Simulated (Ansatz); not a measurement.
# AlHBr (SMILES [AlH][Br]): levels of theory compared

Aim: a comparison of 6 runs (U-revPBE/STO-3G, U-wB97M-V/STO-3G, UB2PLYP/STO-3G, UCCSDT(Q)/STO-3G, UCCSDT/STO-3G, UCCSD(T)/STO-3G) of AlHBr. 

The calculation is run with Ansatz 0.2.0.

59 further runs of the same task are left out: 10 that didn't finish, 49 set aside as unsound or not needed.

**1. The structure to begin with**

AlHBr has 3 atoms, charge 0, and is taken as a doublet. SMILES: `[AlH][Br]`. The Br2–Al1 distance was set to 4.551 Å, away from the relaxed value. At this shape a bond of the SMILES string is far longer than usual.

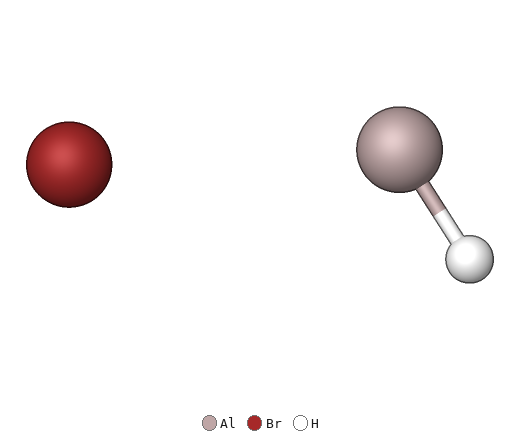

Viewed from a chosen angle; aluminium light grey, bromine red, hydrogen white.

**2. A single-point energy at U-revPBE/STO-3G (run 1)**

Contents of run.yaml:

```yaml
basis:
  gaussian:
    orbitals: STO-3G
crystal:
  periodic: [false, false, false]
  atoms:
    - {symbol: Al, position_ang: [-2.177917, -1.264606, -1.349310]}
    - {symbol: Br, position_ang: [1.584500, 0.008600, 0.871100]}
    - {symbol: H, position_ang: [-3.180117, -0.082006, -1.755510]}
total_charge: 0
magnetization:
  spin_polarized: true
  initial_magnetization: 1
hamiltonian:
  xc: {name: revPBE}
accuracy: high
```

Launch:

```console
$ ansatz run run.yaml --threads 1 --pin off --max-ram 2610MiB --events-out events.jsonl --progress --plain --runs-dir runs
```

What it wrote:

```text
Warning: RAYON_NUM_THREADS=1 ignored (pool sized by the plan → 1); use --threads N
Functional definition: revPBE
  name "revPBE"
  parameter kappa = 1.245
  parameter beta = 0.06672455060314922
  exchange = pbe_x(kappa = kappa, mu = beta*pi^2/3)
  correlation = pbe_c(beta = beta)
342 factors; integrals over basis functions are off by at most 8.9e-9 eV
mean field evaluation 1: about -75796.6563 eV, gradient 1.4e1 eV
mean field evaluation 2: about -75627.0697 eV, gradient 3.2e1 eV
mean field evaluation 4: about -75632.4358 eV, gradient 2.0e1 eV
mean field evaluation 8: about -75801.4084 eV, gradient 1.4e0 eV
mean field evaluation 16: about -75801.9522 eV, gradient 2.2e-2 eV
mean field evaluation 32: about -75801.8604 eV, gradient 1.9e0 eV
mean field evaluation 64: about -75801.9390 eV, gradient 7.7e-2 eV
mean field -75801.94072372 eV, -2785.6699411958 hartree, gradient 2.2e-8 eV, S^2 0.750311; 7 other end points of the search recorded, 0 dependent functions left out
reference -75801.94072617 eV, -2785.6699412859 hartree; 25, 24 occupied and 3, 4 virtual orbitals, 342 factors
Total energy: -75801.94072617 eV, -2785.6699412859 hartree
```

It took 8.1 s on 1 thread of Arm Neoverse V1, shared host; peak memory 0.13 GiB.

**3. A single-point energy at U-wB97M-V/STO-3G (run 2)**

Contents of in.yaml:

```yaml
crystal:
  periodic: [false, false, false]
  atoms:
    - {symbol: Al, position_ang: [-2.177917, -1.264606, -1.349310]}
    - {symbol: Br, position_ang: [1.584500, 0.008600, 0.871100]}
    - {symbol: H, position_ang: [-3.180117, -0.082006, -1.755510]}
basis:
  gaussian:
    orbitals: STO-3G
accuracy: high
magnetization:
  spin_polarized: true
  initial_magnetization: 1
hamiltonian:
  xc: {name: wB97M-V}
```

Launch:

```console
$ ansatz run in.yaml --threads 1 --pin off --max-ram 2610MiB --events-out events.jsonl --progress --plain --runs-dir runs
```

What it wrote (excerpt; [...] marks lines left out):

```text
Warning: RAYON_NUM_THREADS=1 ignored (pool sized by the plan → 1); use --threads N
Functional definition: wB97M-V
  name "wB97M-V"
[...]
  gx(w, u) = 1 - cx + cx01*u + cx10*w
  gss(w, u) = css00 + css04*u^4 + css10*w + css20*w^2 + css43*w^4*u^3
  gos(w, u) = cos00 + cos10*w + (cos20 + cos21*u)*w^2 + (cos60 + cos61*u)*w^6
[...]
      + integral(e_c_pw_mod_opposite_spin*gos(b97_w_opposite, b97_u_opposite)) + vv10(b, c)
342 factors; integrals over basis functions are off by at most 8.9e-9 eV
121 factors; integrals over basis functions are off by at most 1.2e-9 eV
[...]
mean field -75812.70939524 eV, -2786.0656825751 hartree, gradient 2.7e-8 eV, S^2 0.750146; 5 other end points of the search recorded, 0 dependent functions left out
reference -75812.70939780 eV, -2786.0656826692 hartree; 25, 24 occupied and 3, 4 virtual orbitals, 342 factors
Total energy: -75812.70939780 eV, -2786.0656826692 hartree
```

Wall time 68 s (1 thread of Arm Neoverse V1, shared host); peak memory 0.5 GiB.

Run 3 isn't shown in full; the table further down has it.

**4. The energy at UCCSDT(Q)/STO-3G (run 4)**

Contents of job.yaml:

```yaml
crystal:
  periodic: [false, false, false]
  atoms:
    - symbol: Al
      position_ang: [-2.177917, -1.264606, -1.349310]
    - symbol: Br
      position_ang: [1.584500, 0.008600, 0.871100]
    - symbol: H
      position_ang: [-3.180117, -0.082006, -1.755510]
basis:
  gaussian:
    orbitals: STO-3G
magnetization:
  spin_polarized: true
  initial_magnetization: 1
correlation:
  method: ccsdt_q
  frozen_orbitals: {Al: 5, Br: 9, H: 0}
accuracy: high
scf:
  omitted_lower_state_checks: [cluster_reference, increment]
```

Launch:

```console
$ ansatz run job.yaml --threads 1 --pin off --max-ram 2610MiB --events-out events.jsonl --progress --plain --runs-dir runs
```

What it wrote:

```text
Warning: RAYON_NUM_THREADS=1 ignored (pool sized by the plan → 1); use --threads N
[... 16 lines left out ...]
14 core orbitals not correlated: weight in the atoms' cores, before any rotation towards them, 1.000 or more for the frozen orbitals, at most 0.000 for the correlated occupied ones
[... 54 lines left out ...]
Total energy: -75761.33524945 eV, -2784.1777175400 hartree
Checks for a lower state left out: cluster_reference, increment
```

Wall time 6.9 s (1 thread of Arm Neoverse V1, shared host); peak memory 0.26 GiB.

Run 5 isn't shown in full; the table further down has it.

**5. The energy at UCCSD(T)/STO-3G (run 6)**

Contents of job.yaml:

```yaml
crystal:
  periodic: [false, false, false]
  atoms:
    - {symbol: Al, position_ang: [-2.177917, -1.264606, -1.349310]}
    - {symbol: Br, position_ang: [1.584500, 0.008600, 0.871100]}
    - {symbol: H, position_ang: [-3.180117, -0.082006, -1.755510]}
basis:
  gaussian:
    orbitals: STO-3G
magnetization:
  spin_polarized: true
  initial_magnetization: 1
correlation:
  method: ccsd_t
  frozen_orbitals: {Al: 5, Br: 9, H: 0}
accuracy: high
scf:
  omitted_lower_state_checks: [cluster_reference, increment]
```

Launch:

```console
$ ansatz run job.yaml --threads 1 --pin off --max-ram 2610MiB --events-out events.jsonl --progress --plain --runs-dir runs
```

What it wrote:

```text
Warning: RAYON_NUM_THREADS=1 ignored (pool sized by the plan → 1); use --threads N
[... 16 lines left out ...]
14 core orbitals not correlated: weight in the atoms' cores, before any rotation towards them, 1.000 or more for the frozen orbitals, at most 0.000 for the correlated occupied ones
[... 44 lines left out ...]
Total energy: -75761.33447019 eV, -2784.1776889025 hartree
Checks for a lower state left out: cluster_reference, increment
```

It took 1.4 s on 1 thread of Arm Neoverse V1, shared host.

**6. The series**

| run | level | frozen core orbitals | energy (Eh) | ⟨S²⟩ | wall time |
| --- | --- | --- | --- | --- | --- |
| 1 | U-revPBE/STO-3G | – | -2785.669941 | 0.750 | 8.1 s |
| 2 | U-wB97M-V/STO-3G | – | -2786.065683 | 0.750 | 68 s |
| 3 | UB2PLYP/STO-3G | 14 | -2785.497609 | 0.750 | 7.8 s |
| 4 | UCCSDT(Q)/STO-3G | 14 | -2784.177718 | 0.750 | 6.9 s |
| 5 | UCCSDT/STO-3G | 14 | -2784.177692 | 0.750 | 3.9 s |
| 6 | UCCSD(T)/STO-3G | 14 | -2784.177689 | 0.750 | 1.4 s |

**7. Summary of results**

| quantity | value |
| --- | --- |
| run 6: total energy | -2784.17769 Eh |
| run 6: correlation energy (14 core orbitals frozen) | -42.6 mEh |
| run 6: (T) correction | -0.02 mEh |
| run 6: ⟨S²⟩ of the reference determinant | 0.750 |
| run 6: T1 diagnostic | 0.005 |

In words: Totals of different functionals can't be ranked against each other. In runs 1, 2, 3, 4, 5, 6 the basis is minimal, so the values are rough. All runs together took 96 s, the longest 68 s.
